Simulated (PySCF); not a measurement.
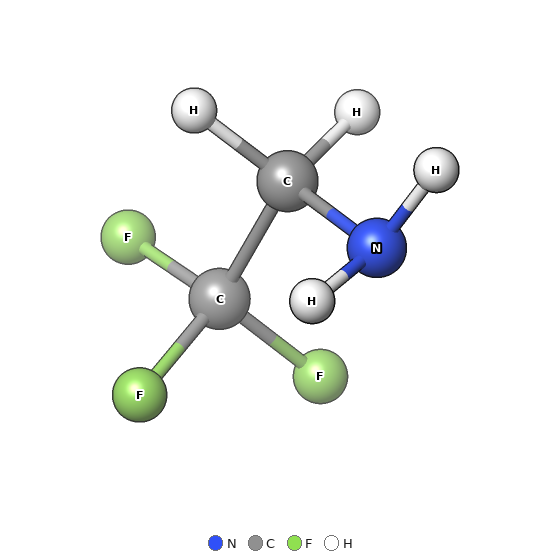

Structure of C₂H₄F₃N (2,2,2-trifluoroethylamine), SMILES NCC(F)(F)F.

Simulated rotational absorption lines between 2 and 8 GHz at 5 K: rigid rotor with the equilibrium constants and dipole of one optimised conformer (PBE0-D3(BJ)/def2-SVP, PySCF 2.14.0), commonest isotopes; no centrifugal distortion, hyperfine structure, internal rotation or nuclear-spin weights; lines within 1 MHz of each other are summed.

**What are the rotational constants, and what kind of rotor is it?**

Rotational constants A, B, C = 5.326, 2.830, 2.795 GHz; Ray's κ = −0.97, a near-prolate asymmetric top.

**Which dipole components drive the lines?**

|μa|, |μb|, |μc| = 2.33, 1.53, 1.15 D; b-type lines carry 63 % of the intensity in this range.

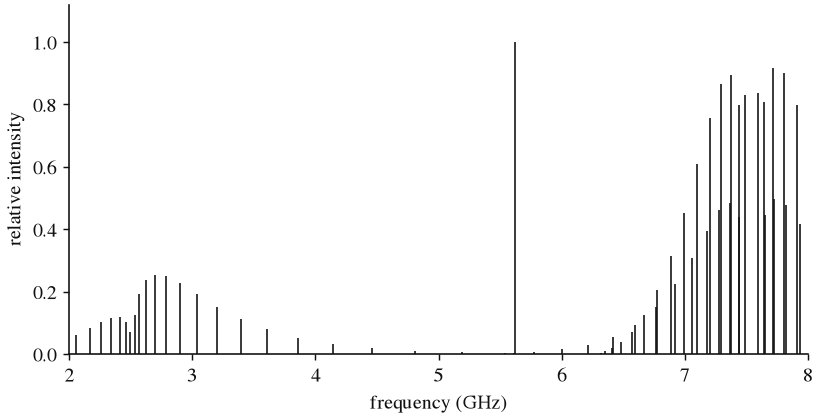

Caveats: coarse grid, loose stop and no frequency check, small forces are noise and the end may be a saddle.
